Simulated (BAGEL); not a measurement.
# A workflow on CH3ClF2Si (SMILES C[Si](F)(F)Cl)

Aim: a single-point energy (HF/cc-pVDZ), then the energy (NEVPT2(2,2)/cc-pVDZ), then the energy (CASPT2(2,2)/cc-pVDZ) of CH3ClF2Si. 

The results are computed with BAGEL 1.2.2.

### 1 The molecule

CH3ClF2Si: 8 atoms, total charge 0, spin state singlet. SMILES: `C[Si](F)(F)Cl`. The C1–Si2 distance was set to 2.931 Å, away from the relaxed value. At this shape a bond of the SMILES string is far longer than usual.

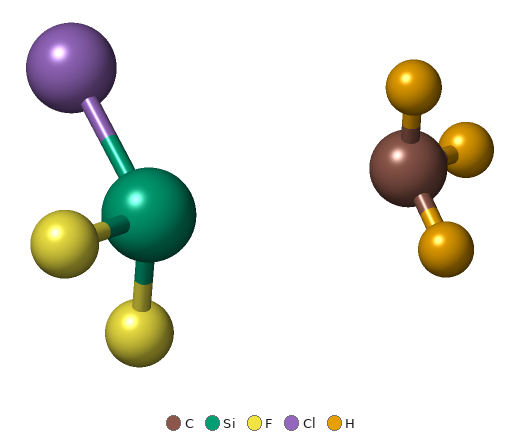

Viewed from a chosen angle; carbon brown, silicon teal, fluorine yellow, chlorine purple, hydrogen amber.

### 2 The energy at HF/cc-pVDZ (density fitting with svp-jkfit) (run 1)

Contents of job.json:

```json
{ "bagel": [

{
  "title": "molecule",
  "basis": "cc-pvdz.json",
  "df_basis": "svp-jkfit",
  "angstrom": true,
  "geometry": [
    { "atom": "C", "xyz": [   -1.707955,   -0.569238,    1.083037 ] },
    { "atom": "Si", "xyz": [    0.690600,    0.151400,   -0.439200 ] },
    { "atom": "F", "xyz": [    1.987000,   -0.472300,    0.219100 ] },
    { "atom": "F", "xyz": [    0.616200,   -0.415600,   -1.914200 ] },
    { "atom": "Cl", "xyz": [    0.963100,    2.158500,   -0.560900 ] },
    { "atom": "H", "xyz": [   -1.816555,   -1.655638,    1.120637 ] },
    { "atom": "H", "xyz": [   -1.639655,   -0.189838,    2.104237 ] },
    { "atom": "H", "xyz": [   -2.598255,   -0.145438,    0.614937 ] }
  ]
},
{ "title": "hf" },
{ "title": "print", "file": "orbitals.molden", "orbitals": true }

]}
```

The basis set cc-pVDZ is read from a file made from the Basis Set Exchange's data (not shown).

Run with:

```console
$ BAGEL_NUM_THREADS=1 BAGEL job.json > job.out
```

The log of the run:

```text
* using 1 threads per process

  ===============================================================
  ===============================================================

  *** Geometry ***

  { "atom" : "C", "xyz" : [     -3.227567,     -1.075704,      2.046643 ] },
  { "atom" : "Si", "xyz" : [      1.305045,      0.286105,     -0.829968 ] },
  { "atom" : "F", "xyz" : [      3.754886,     -0.892518,      0.414039 ] },
[... 4 lines of this table left out ...]
  { "atom" : "H", "xyz" : [     -4.909990,     -0.274838,      1.162063 ] },

  Number of auxiliary basis functions:      539

  Since a DF basis is specified, we compute 2- and 3-index integrals:
    o Being stored without compression. Storage requirement is 0.037 GB

  Number of basis functions:       93
  Number of electrons      :       58

    * METHOD: MOLECULE                             0.28

  *** RHF ***

  === Nuclear Repulsion ===
   290.3926578683

      * DIIS with orbital gradients will be used.

  === RHF iteration (cc-pvdz.json) ===
      0       -986.72944572          0.01510004           0.12
      1       -986.89414271          0.01002746           0.11
      2       -986.98539230          0.00115470           0.11
[... 9 lines of this table left out ...]
     12       -986.98741645          0.00000001           0.09
    * SCF iteration converged.

    * Permanent dipole moment:
           (    0.855746,     0.095547,    -0.547124) a.u.

    * METHOD: HF                                   1.65

    * METHOD: PRINT                                0.02

  ===============================================================
```

Run time: 2.1 s. Hardware: 1 thread of Arm Neoverse V2, shared host; peak memory 0.15 GiB.

### 3 A single-point energy at NEVPT2(2,2)/cc-pVDZ (density fitting with svp-jkfit) (run 2)

Changes to job.json since step 2:

```diff
@@ -19,2 +19,4 @@
 { "title": "hf" },
+{ "title": "casscf", "nstate": 1, "nact": 2, "nclosed": 28, "active": [29, 30], "maxiter": 200, "natocc": true },
+{ "title": "nevpt2", "nstate": 1, "nact": 2, "nclosed": 28, "active": [29, 30], "maxiter": 200, "natocc": true, "ncore": 13 },
 { "title": "print", "file": "orbitals.molden", "orbitals": true }
```

The basis set cc-pVDZ is read from a file made from the Basis Set Exchange's data (not shown).

Run with:

```console
$ BAGEL_NUM_THREADS=1 BAGEL job.json > job.out
```

The log of the run:

```text
* using 1 threads per process

  ===============================================================
  ===============================================================

  *** Geometry ***

  { "atom" : "C", "xyz" : [     -3.227567,     -1.075704,      2.046643 ] },
  { "atom" : "Si", "xyz" : [      1.305045,      0.286105,     -0.829968 ] },
  { "atom" : "F", "xyz" : [      3.754886,     -0.892518,      0.414039 ] },
[... 4 lines of this table left out ...]
  { "atom" : "H", "xyz" : [     -4.909990,     -0.274838,      1.162063 ] },

[... 23 lines left out ...]
    * SCF iteration converged.
[... 1 line left out ...]
    * Permanent dipole moment:
[... 27 lines left out ...]
    * Second-order optimization converged. *
[... 9 lines left out ...]
     * ci vector, state   0, <S^2> = 0.0000
[... 3 lines left out ...]
    * METHOD: CASSCF                               4.61

    * freezing 13 orbitals

  === DF-NEVPT2 calculation ===

    * 3-index integral transformation done
    * assembly done

      NEVPT2 correlation energy:   -0.7143706515      0.23

          (+0)     -0.6385522658
          (+0)'    -0.0152755660
          (+1)     -0.0200830518
          (+1)'    -0.0000000000
          (+2)     -0.0004802297
          (-1)     -0.0375937054
          (-1)'     0.0000000000
          (-2)     -0.0023858328

      NEVPT2 total energy:       -987.7482156073

    * METHOD: NEVPT2                               0.43

    * METHOD: PRINT                                0.02

  ===============================================================
```

It took 7.2 s on 1 thread of Arm Neoverse V2, shared host; peak memory 0.15 GiB.

### 4 The energy at CASPT2(2,2)/cc-pVDZ (density fitting with svp-jkfit) (run 3)

Contents of input.json:

```json
{ "bagel" : [

{
  "title" : "molecule",
  "basis" : "cc-pvdz.json",
  "df_basis" : "svp-jkfit",
  "angstrom" : "true",
  "geometry" : [
    { "atom" : "C", "xyz" : [      -1.707955,      -0.569238,       1.083037 ] },
    { "atom" : "Si", "xyz" : [       0.690600,       0.151400,      -0.439200 ] },
    { "atom" : "F", "xyz" : [       1.987000,      -0.472300,       0.219100 ] },
    { "atom" : "F", "xyz" : [       0.616200,      -0.415600,      -1.914200 ] },
    { "atom" : "Cl", "xyz" : [       0.963100,       2.158500,      -0.560900 ] },
    { "atom" : "H", "xyz" : [      -1.816555,      -1.655638,       1.120637 ] },
    { "atom" : "H", "xyz" : [      -1.639655,      -0.189838,       2.104237 ] },
    { "atom" : "H", "xyz" : [      -2.598255,      -0.145438,       0.614937 ] }
  ]
},

{
  "title" : "hf"
},

{
  "title" : "casscf",
  "nstate" : 1,
  "nact" : 2,
  "nclosed" : 28,
  "active" : [29, 30],
  "maxiter" : 200,
  "natocc" : "true"
},

{
  "title" : "print",
  "file" : "orbitals.molden",
  "orbitals" : "true"
},

{
  "title" : "smith",
  "method" : "caspt2",
  "ms" : "true",
  "xms" : "true",
  "sssr" : "true",
  "shift" : 0.2,
  "shift_imag" : "true",
  "ncore" : 13
}

]}
```

The basis set cc-pVDZ is read from a file made from the Basis Set Exchange's data (not shown).

Run with:

```console
$ BAGEL_NUM_THREADS=1 BAGEL input.json > input.out
```

The log of the run:

```text
* using 1 threads per process

  ===============================================================
  ===============================================================

  *** Geometry ***

  { "atom" : "C", "xyz" : [     -3.227567,     -1.075704,      2.046643 ] },
  { "atom" : "Si", "xyz" : [      1.305045,      0.286105,     -0.829968 ] },
  { "atom" : "F", "xyz" : [      3.754886,     -0.892518,      0.414039 ] },
[... 4 lines of this table left out ...]
  { "atom" : "H", "xyz" : [     -4.909990,     -0.274838,      1.162063 ] },

[... 25 lines left out ...]
    * Permanent dipole moment:
[... 37 lines left out ...]
     * ci vector, state   0, <S^2> = 0.0000
[... 21 lines left out ...]
       #      aibj      arbs      arbi      airj      risj      airs      arst      rist         Etot      error   time
[... 8 lines left out ...]
      ------------------------------------------------------------------------------------------------------------------

    * CASPT2 energy : state  0     -987.7539469755
        w/o shift correction       -987.7510658118
        reference weight              0.8311084298

    * METHOD: SMITH                                0.88

  ===============================================================
```

Run time: 7.5 s. Hardware: 1 thread of Arm Neoverse V2, shared host; peak memory 0.27 GiB.

### 5 Results

| quantity | value |
| --- | --- |
| run 1, HF/cc-pVDZ: total energy | -986.98742 Eh |
| run 1, HF/cc-pVDZ: dipole moment | 2.59 D |
| run 1, HF/cc-pVDZ: HOMO energy | -9.74 eV |
| run 1, HF/cc-pVDZ: LUMO energy | 0.94 eV |
| run 1, HF/cc-pVDZ: HOMO–LUMO gap | 10.68 eV |
| run 2, NEVPT2(2,2)/cc-pVDZ: total energy | -987.74822 Eh |
| run 3, CASPT2(2,2)/cc-pVDZ: total energy | -987.75395 Eh |
